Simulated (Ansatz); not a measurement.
**NClO (singlet): the correlation ladder, 6-31G***

Aim: climb from Hartree-Fock through coupled cluster and multireference methods for NClO (singlet) at one geometry and basis, and see what each rung misses.

Method: 6-31G*, core rule «outside noble gas», up to 7 orbitals frozen; program: Ansatz 0.2.0, Gaussian basis.

The runs, in order: UHF; CCSD(T) on RHF; CCSD(T) on UHF; BCCD(T) on RHF; CISD; CCSDT(Q) on RHF; CCSDT(Q) on UHF; CASSCF and MRCISD+Q, 18 electrons in 12 orbitals; CASSCF and NEVPT2, 18 electrons in 12 orbitals.

18 further runs of the same task are left out: 1 that didn't finish, 17 set aside as unsound or not needed.

### Step 1. The system

The geometry is an MP2(full)/6-31G* stationary point (not a proven minimum).

3 atoms, charge 0, spin multiplicity 1.

Atoms are counted from 1 here; the program's logs count them from 0.

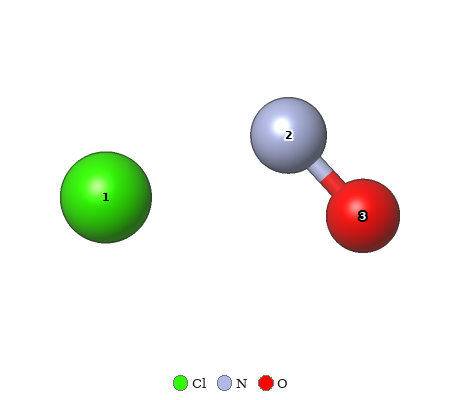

The geometry (chlorine green, nitrogen light blue, oxygen red); atoms are numbered from 1 in the order of the file.

In the tables R marks a restricted determinant and U an unrestricted one; 'valence' is the active space of 18 electrons in 12 orbitals; energies count from the table's Hartree-Fock row.

### Step 2. UHF

Contents of in.yaml:

```yaml
crystal:
  periodic: [false, false, false]
  atoms:
    - {symbol: Cl, position_ang: [-0.525778, -0.940044, 0.000000]}
    - {symbol: N, position_ang: [0.011946, 1.018284, 0.000000]}
    - {symbol: O, position_ang: [1.154610, 1.191582, 0.000000]}
basis:
  gaussian: {orbitals: "6-31G*"}
magnetization: {spin_polarized: true, initial_magnetization: 0}
hamiltonian: {xc: hf}
output: {orbitals: {seedname: orbitals}}
```

The run is started by

```console
> ansatz run in.yaml --threads 1 --pin off --events-out ev --progress --plain --max-ram 4096MiB --backend cpu
```

What it wrote:

```text
Functional definition: HF
  name "HF"
  cite "Fock, Z. Phys. 61, 126 (1930) doi:10.1007/BF01340294"
  parent pbe
  exchange = exact_x
  correlation = 0
429 factors; integrals over basis functions are off by at most 7.2e-4 eV
mean field evaluation 1: about -16015.8527 eV, gradient 2.3e1 eV
mean field evaluation 2: about -16015.8589 eV, gradient 2.3e1 eV
mean field evaluation 4: about -16018.4621 eV, gradient 2.4e0 eV
mean field evaluation 8: about -16018.5533 eV, gradient 9.4e-2 eV
mean field evaluation 16: about -16018.5391 eV, gradient 1.1e0 eV
mean field evaluation 32: about -16018.8091 eV, gradient 2.7e-5 eV
mean field evaluation 64: about -16017.4640 eV, gradient 7.3e0 eV
mean field evaluation 96: about -16005.2819 eV, gradient 2.8e1 eV
mean field evaluation 128: about -16017.6302 eV, gradient 1.6e0 eV
mean field evaluation 160: about -16017.0906 eV, gradient 4.3e-1 eV
mean field evaluation 192: about -16018.1428 eV, gradient 9.1e-1 eV
mean field evaluation 224: about -16008.4618 eV, gradient 1.1e1 eV
mean field -16018.80905810 eV, -588.6803749465 hartree, gradient 2.6e-5 eV, S^2 0.544840; 8 other end points of the search recorded, 0 dependent functions left out
reference -16018.80905810 eV, -588.6803749465 hartree; 16, 16 occupied and 33, 33 virtual orbitals, 429 factors
Total energy: -16018.80905810 eV, -588.6803749465 hartree
```

Wall time 2.2 s (1 thread of AMD EPYC 7R13, shared host).

From the report: ⟨S²⟩ of the determinant 0.545 (pure singlet: 0.00). The determinant is far from a pure spin state, so its energy mixes those of several spin states (harmless only where they are near-degenerate, as at dissociation).

The unrestricted solution breaks the spin symmetry, so the restricted determinant is unstable here.

### Step 3. CCSD(T) on RHF

Changes to in.yaml since step 2:

```diff
@@ -8,4 +8,3 @@
   gaussian: {orbitals: "6-31G*"}
-magnetization: {spin_polarized: true, initial_magnetization: 0}
-hamiltonian: {xc: hf}
-output: {orbitals: {seedname: orbitals}}
+magnetization: {spin_polarized: false}
+correlation: {method: ccsd_t, electrons: outside_noble_gas}
```

The command is unchanged.

What it wrote (excerpt; [...] marks lines left out):

```text
Functional definition: HF
  name "HF"
  cite "Fock, Z. Phys. 61, 126 (1930) doi:10.1007/BF01340294"
  parent pbe
[...]
429 factors; integrals over basis functions are off by at most 7.2e-4 eV
[...]
mean field -16018.55327226 eV, -588.6709749901 hartree, gradient 5.2e-6 eV, S^2 0.000000; 0 other end points of the search recorded, 0 dependent functions left out; unrestricted orbitals would lower it
7 core orbitals not correlated: weight in the atoms' cores, before any rotation towards them, 1.000 or more for the frozen orbitals, at most 0.000 for the correlated occupied ones
reference -16018.55327226 eV, -588.6709749901 hartree; 9, 9 occupied and 33, 33 virtual orbitals, 429 factors
second order -13.51694960 eV of doubles, -0.00000000 eV of singles
cycle   1  -13.01548231 eV  change    5.0e-1 eV  update   1.3e-1
[...]
cycle  13  -13.70741420 eV  change    5.5e-6 eV  update   7.3e-6
perturbative correction -0.64074547 eV, -0.0235469618 hartree
Total energy: -16032.90143193 eV, -589.1982601325 hartree
```

It took 1.1 s on 1 thread of AMD EPYC 7R13, shared host.

From the report: correlation -14.3482 eV; T1 0.022; largest double amplitude 0.14.

### Step 4. CCSD(T) on UHF

Changes to in.yaml since step 3:

```diff
@@ -8,3 +8,3 @@
   gaussian: {orbitals: "6-31G*"}
-magnetization: {spin_polarized: false}
+magnetization: {spin_polarized: true, initial_magnetization: 0}
 correlation: {method: ccsd_t, electrons: outside_noble_gas}
```

Same command.

What it wrote (excerpt; [...] marks lines left out):

```text
Functional definition: HF
  name "HF"
  cite "Fock, Z. Phys. 61, 126 (1930) doi:10.1007/BF01340294"
  parent pbe
[...]
429 factors; integrals over basis functions are off by at most 7.2e-4 eV
[...]
mean field -16018.80905810 eV, -588.6803749465 hartree, gradient 2.2e-6 eV, S^2 0.544840; 21 other end points of the search recorded, 0 dependent functions left out
determinant -16018.80905810 eV, -588.6803749465 hartree, with singles and doubles -16032.16949008 eV, -589.1713617656 hartree
determinant -16018.08042043 eV, -588.6535980060 hartree, with singles and doubles -16030.32515365 eV, -589.1035836520 hartree
determinant -16017.37795148 eV, -588.6277827483 hartree, with singles and doubles -16031.26881191 eV, -589.1382624533 hartree
determinant -16017.08203607 eV, -588.6169080573 hartree, with singles and doubles -16029.38904381 eV, -589.0691822498 hartree
determinant -16016.22847425 eV, -588.5855402390 hartree, with singles and doubles -16028.54432999 eV, -589.0381395896 hartree
determinant -16016.17413171 eV, -588.5835431875 hartree, with singles and doubles -16028.45258538 eV, -589.0347680372 hartree
determinant -16018.55952681 eV, -588.6712048405 hartree, with singles and doubles -16032.25571855 eV, -589.1745306034 hartree
determinant -16018.55327226 eV, -588.6709749901 hartree, with singles and doubles -16032.26034909 eV, -589.1747007726 hartree
7 core orbitals not correlated: weight in the atoms' cores, before any rotation towards them, 1.000 or more for the frozen orbitals, at most 0.000 for the correlated occupied ones
reference -16018.80905810 eV, -588.6803749465 hartree; 9, 9 occupied and 33, 33 virtual orbitals, 429 factors
second order -12.33492579 eV of doubles, -0.00000000 eV of singles
cycle   1  -13.36551978 eV  change   -5.1e-3 eV  update   9.6e-3
[...]
cycle  11  -13.40604634 eV  change   -6.1e-6 eV  update   5.4e-6
perturbative correction -0.61105269 eV, -0.0224557721 hartree
Total energy: -16032.82615713 eV, -589.1954938348 hartree
```

Wall time 15 s (1 thread of AMD EPYC 7R13, shared host).

From the report: ⟨S²⟩ of the determinant 0.545 (pure singlet: 0.00); correlation -14.0171 eV; T1 0.066; largest double amplitude 0.13. The determinant is far from a pure spin state, so its energy mixes those of several spin states (harmless only where they are near-degenerate, as at dissociation).

### Step 5. BCCD(T) on RHF

Changes to in.yaml since step 4:

```diff
@@ -8,3 +8,3 @@
   gaussian: {orbitals: "6-31G*"}
-magnetization: {spin_polarized: true, initial_magnetization: 0}
-correlation: {method: ccsd_t, electrons: outside_noble_gas}
+magnetization: {spin_polarized: false}
+correlation: {method: bccd_t, electrons: outside_noble_gas}
```

The command is unchanged.

What it wrote (excerpt; [...] marks lines left out):

```text
Functional definition: HF
  name "HF"
  cite "Fock, Z. Phys. 61, 126 (1930) doi:10.1007/BF01340294"
  parent pbe
[...]
429 factors; integrals over basis functions are off by at most 7.2e-4 eV
[...]
mean field -16018.55327226 eV, -588.6709749901 hartree, gradient 5.2e-6 eV, S^2 0.000000; 0 other end points of the search recorded, 0 dependent functions left out; unrestricted orbitals would lower it
7 core orbitals not correlated: weight in the atoms' cores, before any rotation towards them, 1.000 or more for the frozen orbitals, at most 0.000 for the correlated occupied ones
reference -16018.55327226 eV, -588.6709749901 hartree; 9, 9 occupied and 33, 33 virtual orbitals, 429 factors
second order -13.51694960 eV of doubles, -0.00000000 eV of singles
cycle   1  -12.95328879 eV  change    5.6e-1 eV  update   1.3e-1
[...]
cycle  14  -13.63769232 eV  change    1.6e-5 eV  update   6.2e-6
perturbative correction -0.72341016 eV, -0.0265848329 hartree
Total energy: -16032.91437474 eV, -589.1987357720 hartree
```

It took 1.1 s on 1 thread of AMD EPYC 7R13, shared host.

From the report: correlation -14.3611 eV; largest double amplitude 0.14.

### Step 6. CISD

Changes to in.yaml since step 5:

```diff
@@ -8,3 +8,2 @@
   gaussian: {orbitals: "6-31G*"}
-magnetization: {spin_polarized: false}
-correlation: {method: bccd_t, electrons: outside_noble_gas}
+correlation: {active_space: {ras: {orbitals: [9, 0, 33], electrons: 18, max_holes: 2, max_particles: 2}, fixed_orbitals: true}}
```

Same command.

What it wrote:

```text
Functional definition: HF
  name "HF"
  cite "Fock, Z. Phys. 61, 126 (1930) doi:10.1007/BF01340294"
  parent pbe
  exchange = exact_x
  correlation = 0
429 factors; integrals over basis functions are off by at most 7.2e-4 eV
mean field evaluation 1: about -16015.8527 eV, gradient 3.2e1 eV
mean field evaluation 2: about -16015.8589 eV, gradient 3.3e1 eV
mean field evaluation 4: about -16018.4621 eV, gradient 3.4e0 eV
mean field evaluation 8: about -16018.5508 eV, gradient 4.4e-1 eV
mean field -16018.55327226 eV, -588.6709749901 hartree, gradient 5.2e-6 eV, S^2 0.000000; 0 other end points of the search recorded, 0 dependent functions left out
reference -16018.55327226 eV, -588.6709749901 hartree; 16, 16 occupied and 33, 33 virtual orbitals, 429 factors
state -16030.65117373 eV, -589.1155646688 hartree
Total energy: -16030.65117373 eV, -589.1155646688 hartree
```

Wall time 2.2 s (1 thread of AMD EPYC 7R13, shared host).

From the report: 66,132 determinants.

### Step 7. CCSDT(Q) on RHF

Changes to in.yaml since step 6:

```diff
@@ -8,2 +8,3 @@
   gaussian: {orbitals: "6-31G*"}
-correlation: {active_space: {ras: {orbitals: [9, 0, 33], electrons: 18, max_holes: 2, max_particles: 2}, fixed_orbitals: true}}
+magnetization: {spin_polarized: false}
+correlation: {method: ccsdt_q, electrons: outside_noble_gas}
```

The command is unchanged.

What it wrote (excerpt; [...] marks lines left out):

```text
Functional definition: HF
  name "HF"
  cite "Fock, Z. Phys. 61, 126 (1930) doi:10.1007/BF01340294"
  parent pbe
[...]
798 factors; integrals over basis functions are off by at most 1.4e-7 eV
[...]
mean field -16018.55349551 eV, -588.6709831945 hartree, gradient 5.2e-6 eV, S^2 0.000000; 0 other end points of the search recorded, 0 dependent functions left out; unrestricted orbitals would lower it
7 core orbitals not correlated: weight in the atoms' cores, before any rotation towards them, 1.000 or more for the frozen orbitals, at most 0.000 for the correlated occupied ones
reference -16018.55349551 eV, -588.6709831945 hartree; 9, 9 occupied and 33, 33 virtual orbitals, 798 factors
second order -13.51699779 eV of doubles, -0.00000000 eV of singles
cycle   1  -13.01550372 eV  change    5.0e-1 eV  update   1.5e-1
[...]
cycle  20  -14.38485543 eV  change   -2.1e-6 eV  update   1.7e-6
perturbative correction -0.09211649 eV, -0.0033852185 hartree
Total energy: -16033.03046743 eV, -589.2030020998 hartree
```

Run time: 26 s. Hardware: 1 thread of AMD EPYC 7R13, shared host; peak memory 0.39 GiB.

From the report: correlation -14.4770 eV; T1 0.026; largest double amplitude 0.18.

### Step 8. CCSDT(Q) on UHF

Changes to in.yaml since step 7:

```diff
@@ -8,3 +8,3 @@
   gaussian: {orbitals: "6-31G*"}
-magnetization: {spin_polarized: false}
+magnetization: {spin_polarized: true, initial_magnetization: 0}
 correlation: {method: ccsdt_q, electrons: outside_noble_gas}
```

The run is started by

```console
> ansatz run in.yaml --threads 2 --pin off --events-out ev --progress --plain --max-ram 24576MiB --backend cuda --devices 0, --max-vram 18GiB
```

What it wrote (excerpt; [...] marks lines left out):

```text
Functional definition: HF
  name "HF"
  cite "Fock, Z. Phys. 61, 126 (1930) doi:10.1007/BF01340294"
  parent pbe
[...]
798 factors; integrals over basis functions are off by at most 1.4e-7 eV
[...]
mean field -16018.80929315 eV, -588.6803835844 hartree, gradient 2.2e-6 eV, S^2 0.544845; 21 other end points of the search recorded, 0 dependent functions left out
determinant -16018.80929315 eV, -588.6803835844 hartree, with singles and doubles -16032.16973354 eV, -589.1713707128 hartree
determinant -16018.08067514 eV, -588.6536073663 hartree, with singles and doubles -16030.32543692 eV, -589.1035940621 hartree
determinant -16017.37819641 eV, -588.6277917492 hartree, with singles and doubles -16031.26902067 eV, -589.1382701253 hartree
determinant -16017.08228344 eV, -588.6169171480 hartree, with singles and doubles -16029.38930921 eV, -589.0691920032 hartree
determinant -16016.22870328 eV, -588.5855486557 hartree, with singles and doubles -16028.54457783 eV, -589.0381486976 hartree
determinant -16016.17435261 eV, -588.5835513054 hartree, with singles and doubles -16028.45282664 eV, -589.0347769035 hartree
determinant -16018.55975000 eV, -588.6712130429 hartree, with singles and doubles -16032.25596449 eV, -589.1745396417 hartree
determinant -16018.55349551 eV, -588.6709831945 hartree, with singles and doubles -16032.26059467 eV, -589.1747097976 hartree
7 core orbitals not correlated: weight in the atoms' cores, before any rotation towards them, 1.000 or more for the frozen orbitals, at most 0.000 for the correlated occupied ones
reference -16018.80929315 eV, -588.6803835844 hartree; 9, 9 occupied and 33, 33 virtual orbitals, 798 factors
second order -12.33496394 eV of doubles, -0.00000000 eV of singles
cycle   1  -12.31309417 eV  change    2.2e-2 eV  update   1.5e-1
[...]
cycle  23  -14.12940517 eV  change   -5.0e-7 eV  update   1.4e-6
perturbative correction -0.10741301 eV, -0.0039473552 hartree
Total energy: -16033.04611133 eV, -589.2035770023 hartree
```

It took 44 s on 1 × H100 (card shared with other runs) with 2 threads of AMD EPYC 7R13, shared host; peak host memory 0.9 GiB.

From the report: ⟨S²⟩ of the determinant 0.545 (pure singlet: 0.00); correlation -14.2368 eV; T1 0.081; largest double amplitude 0.19. The determinant is far from a pure spin state, so its energy mixes those of several spin states (harmless only where they are near-degenerate, as at dissociation).

### Step 9. CASSCF and MRCISD+Q, 18 electrons in 12 orbitals

Contents of in.yaml:

```yaml
crystal:
  periodic: [false, false, false]
  atoms:
    - {symbol: Cl, position_ang: [-0.525778, -0.940044, 0.000000]}
    - {symbol: N, position_ang: [0.011946, 1.018284, 0.000000]}
    - {symbol: O, position_ang: [1.154610, 1.191582, 0.000000]}
basis:
  gaussian: {orbitals: "6-31G*"}
correlation: {method: fic_mrcisd_q, electrons: outside_noble_gas, active_space: {window: {electrons: 18, orbitals: 12}, shells: [{species: Cl, l: s, shell: 3}, {species: Cl, l: p, shell: 3}, {species: "N", l: s, shell: 2}, {species: "N", l: p, shell: 2}, {species: O, l: s, shell: 2}, {species: O, l: p, shell: 2}]}}
```

Same command.

What it wrote (excerpt; [...] marks lines left out):

```text
Functional definition: HF
  name "HF"
  cite "Fock, Z. Phys. 61, 126 (1930) doi:10.1007/BF01340294"
  parent pbe
[...]
798 factors; integrals over basis functions are off by at most 1.4e-7 eV
[...]
mean field -16018.55349551 eV, -588.6709831945 hartree, gradient 5.2e-6 eV, S^2 0.000000; 0 other end points of the search recorded, 0 dependent functions left out; unrestricted orbitals would lower it
reference -16018.55349551 eV, -588.6709831945 hartree; 16, 16 occupied and 33, 33 virtual orbitals, 798 factors
state -16023.31380404 eV, -588.8459213062 hartree
contracted CI cycle   1: correlation 0.00000000 eV, 0.0000000000 hartree, residual 3.02e1 eV
contracted CI cycle   2: correlation -8.46660337 eV, -0.3111419352 hartree, residual 5.15e0 eV
contracted CI cycle   3: correlation -8.73646275 eV, -0.3210590843 hartree, residual 9.95e-1 eV
contracted CI cycle   4: correlation -8.74723407 eV, -0.3214549229 hartree, residual 2.33e-1 eV
contracted CI cycle   5: correlation -8.74779605 eV, -0.3214755752 hartree, residual 5.32e-2 eV
contracted CI cycle   6: correlation -8.74782399 eV, -0.3214766020 hartree, residual 1.16e-2 eV
contracted CI cycle   7: correlation -8.74782533 eV, -0.3214766513 hartree, residual 2.64e-3 eV
contracted CI cycle   8: correlation -8.74782540 eV, -0.3214766539 hartree, residual 5.73e-4 eV
state -16023.31380404 eV, -588.8459213062 hartree; corrected -16032.89701203 eV, -589.1980977040 hartree
Total energy: -16032.89701203 eV, -589.1980977040 hartree
Checks for a lower state left out: starts, orbital_swaps
```

Run time: 25 s. Hardware: 1 × H100 (card shared with other runs) with 2 threads of AMD EPYC 7R13, shared host; peak host memory 1.2 GiB.

From the report: 24,202 determinants; active occupations 2.00, 2.00, 2.00, 1.99, 1.99, 1.97, 1.97, 1.93, 1.91, 0.13, 0.09, 0.03.

### Step 10. CASSCF and NEVPT2, 18 electrons in 12 orbitals

Contents of in.yaml:

```yaml
crystal:
  periodic: [false, false, false]
  atoms:
    - {symbol: Cl, position_ang: [-0.525778, -0.940044, 0.000000]}
    - {symbol: N, position_ang: [0.011946, 1.018284, 0.000000]}
    - {symbol: O, position_ang: [1.154610, 1.191582, 0.000000]}
basis:
  gaussian: {orbitals: "6-31G*"}
correlation: {method: sc_nevpt2, electrons: outside_noble_gas, active_space: {window: {electrons: 18, orbitals: 12}, shells: [{species: Cl, l: s, shell: 3}, {species: Cl, l: p, shell: 3}, {species: "N", l: s, shell: 2}, {species: "N", l: p, shell: 2}, {species: O, l: s, shell: 2}, {species: O, l: p, shell: 2}]}}
```

The run is started by

```console
> ansatz run in.yaml --threads 1 --pin off --events-out ev --progress --plain --max-ram 4096MiB --backend cpu
```

What it wrote:

```text
Functional definition: HF
  name "HF"
  cite "Fock, Z. Phys. 61, 126 (1930) doi:10.1007/BF01340294"
  parent pbe
  exchange = exact_x
  correlation = 0
798 factors; integrals over basis functions are off by at most 1.4e-7 eV
mean field evaluation 1: about -16015.8527 eV, gradient 3.2e1 eV
mean field evaluation 2: about -16015.8591 eV, gradient 3.3e1 eV
mean field evaluation 4: about -16018.4625 eV, gradient 3.4e0 eV
mean field evaluation 8: about -16018.5510 eV, gradient 4.4e-1 eV
mean field -16018.55349551 eV, -588.6709831945 hartree, gradient 5.2e-6 eV, S^2 0.000000; 0 other end points of the search recorded, 0 dependent functions left out; unrestricted orbitals would lower it
reference -16018.55349551 eV, -588.6709831945 hartree; 16, 16 occupied and 33, 33 virtual orbitals, 798 factors
state -16023.31380404 eV, -588.8459213062 hartree
state -16023.31380404 eV, -588.8459213062 hartree; corrected -16031.17260081 eV, -589.1347267607 hartree
Total energy: -16031.17260081 eV, -589.1347267607 hartree
Checks for a lower state left out: starts, orbital_swaps
```

It took 4.4 s on 1 thread of AMD EPYC 7R13, shared host.

From the report: 24,202 determinants; active occupations 2.00, 2.00, 2.00, 1.99, 1.99, 1.97, 1.97, 1.93, 1.91, 0.13, 0.09, 0.03.

### Step 11. Natural occupations

Natural occupations of the CASSCF valence state about the gap (report; correlated orbitals 5 to 12): 1.989, 1.974, 1.967, 1.926, 1.908, 0.126, 0.093, 0.029. The count of effectively unpaired electrons, Σ n²(2 − n)², is 0.15; a single determinant of this spin has 0.

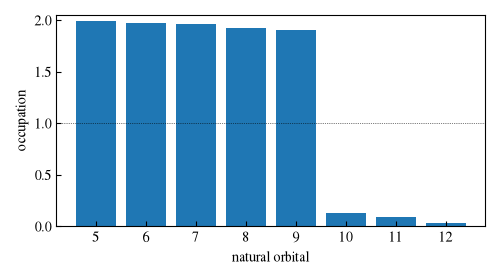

Natural occupations of the CASSCF valence state.

### Step 12. The ladder

No level here is safe as a reference; RCCSDT(Q) serves as a yardstick only. Rows without a time come out of other runs: HF, MP2 and CCSD of CCSD(T), CCSDT of CCSDT(Q), CASSCF and MRCISD of the multireference runs.

Differences are taken before rounding.

```tsv
method	energy from the lowest RHF (kJ/mol)	from RCCSDT(Q) (kJ/mol)	time
RHF	0.0	+1396.8	
UHF	-24.7	+1372.2	
RMP2	-1304.2	+92.6	
UMP2	-1214.8	+182.0	
CISD	-1167.3	+229.6	2.2 s
RCCSD	-1322.6	+74.3	
UCCSD	-1318.2	+78.7	
RCCSD(T)	-1384.4	+12.5	1.1 s
UCCSD(T)	-1377.1	+19.7	15 s
BCCD(T)	-1385.6	+11.2	1.1 s
RCCSDT	-1387.9	+8.9	
UCCSDT	-1388.0	+8.9	
RCCSDT(Q)	-1396.8	0	26 s
UCCSDT(Q)	-1398.3	-1.5	44 s (GPU)
CASSCF valence	-459.3	+937.5	
NEVPT2 valence	-1217.6	+179.3	4.4 s
MRCISD valence	-1303.4	+93.5	
MRCISD+Q valence	-1384.0	+12.9	25 s (GPU)
```

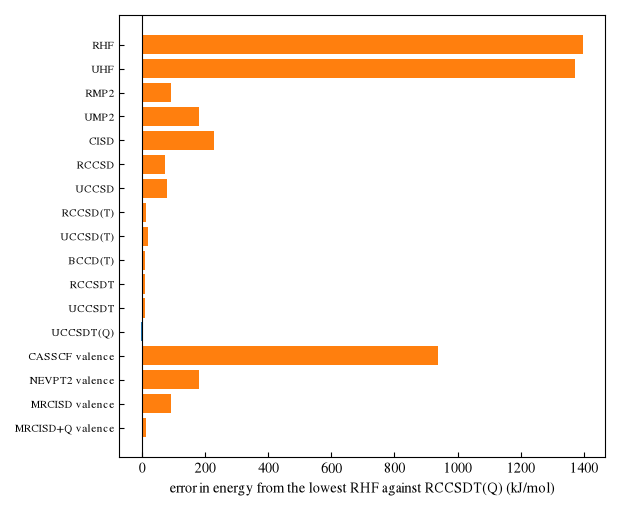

Deviations from RCCSDT(Q), method by method.

Some runs used a GPU and others CPU threads alone; cost is compared among the CPU runs only.

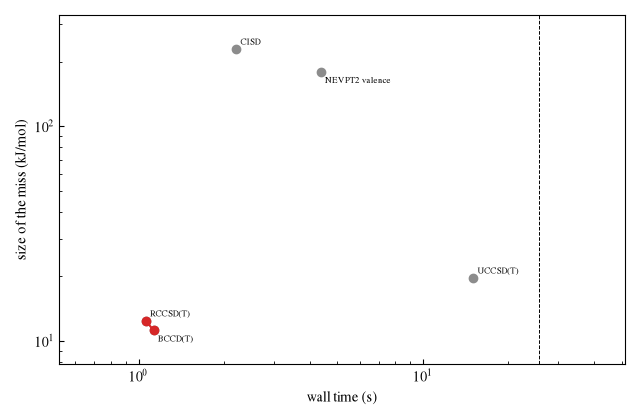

Accuracy for the time spent; red marks the levels that beat every quicker one drawn (of those quicker than the yardstick), and the dashed line is the time of RCCSDT(Q). Times are from a shared host.

### Step 13. Summary of results

```
                       quantity          value
 RCCSDT(Q) below the RHF energy    -14.4772 eV
            RMP2 from RCCSDT(Q)   +92.6 kJ/mol
            UMP2 from RCCSDT(Q)  +182.0 kJ/mol
           RCCSD from RCCSDT(Q)   +74.3 kJ/mol
        RCCSD(T) from RCCSDT(Q)   +12.5 kJ/mol
        UCCSD(T) from RCCSDT(Q)   +19.7 kJ/mol
       UCCSDT(Q) from RCCSDT(Q)    -1.5 kJ/mol
  NEVPT2 valence from RCCSDT(Q)  +179.3 kJ/mol
MRCISD+Q valence from RCCSDT(Q)   +12.9 kJ/mol
                  T1 diagnostic          0.022
 effectively unpaired electrons           0.15
```

In words: RCCSD(T) misses by +12.5 kJ/mol, 0.9 % of the correlation energy. CCSD(T) misses by +12.5 kJ/mol on the restricted determinant and by +19.7 kJ/mol on the unrestricted one; the two need not hold the same state or core. One determinant dominates. Warnings: restricted reference is unstable; spin contamination; large T1 diagnostic.
